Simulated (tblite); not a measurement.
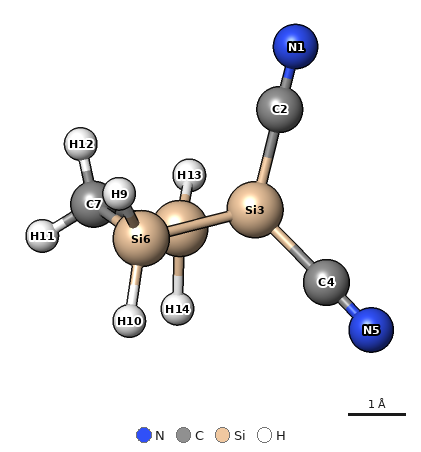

C3H6N2Si3, before the relaxation. The picture is a ball-and-stick view, seen from a free direction.

Theory: GFN2-xTB geometry optimisation, gas phase in tblite 0.8.0.

```xyz
14

N     1.8301    3.0550   -0.3428
C     1.5550    1.9330   -0.3010
Si    1.1391    0.1481   -0.2048
C     2.4263   -1.1058   -0.4497
N     3.2448   -1.9240   -0.5808
Si   -0.3090   -0.3190    1.4555
C    -1.7558    0.1656    0.3141
Si   -0.7930   -0.3208   -1.2548
H    -0.2042    0.5485    2.6587
H    -0.3575   -1.7590    1.8278
H    -2.6696   -0.4203    0.4835
H    -1.9987    1.2261    0.3601
H    -1.1394    0.5397   -2.4093
H    -0.9686   -1.7676   -1.5787
```

### What does the optimiser find from here?

The energy falls by 0.650 eV in 96 geometry steps. H12 moves most after the best rigid fit: 0.97 Å. Largest moves by element: H 0.97 Å, N 0.85 Å, C 0.55 Å, Si 0.31 Å. Some distances before and after: Si6–Si8 2.753 → 3.093 Å, Si3–Si6 2.252 → 2.356 Å, Si3–C4 1.814 → 1.868 Å, C2–Si3 1.835 → 1.868 Å. Among the angles between lasting bonds that change: C2–Si3–C4 120.3° → 98.3°, Si6–C7–Si8 92.6° → 106.1°, C2–Si3–Si8 111.9° → 119.1°. Groups turn about C7–Si8 by about 30°, Si6–C7 by about 30°, Si3–Si6 by about 25°.

The structure at the end:

```xyz
14

N     2.5997    2.7188   -0.4800
C     2.0499    1.7172   -0.3783
Si    1.0623    0.1427   -0.1949
C     2.4533   -1.0780   -0.4464
N     3.2688   -1.8707   -0.5956
Si   -0.3937   -0.0879    1.6425
C    -1.8015   -0.2752    0.3277
Si   -0.9481   -0.0959   -1.4002
H    -0.5857    1.0814    2.5026
H    -0.2579   -1.2702    2.4951
H    -2.3068   -1.2363    0.4230
H    -2.5864    0.4675    0.4679
H    -1.4319    1.0681   -2.1454
H    -1.1224   -1.2823   -2.2401
```

After the run, drawn alike:

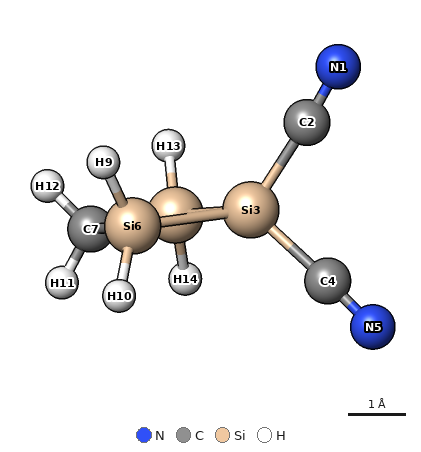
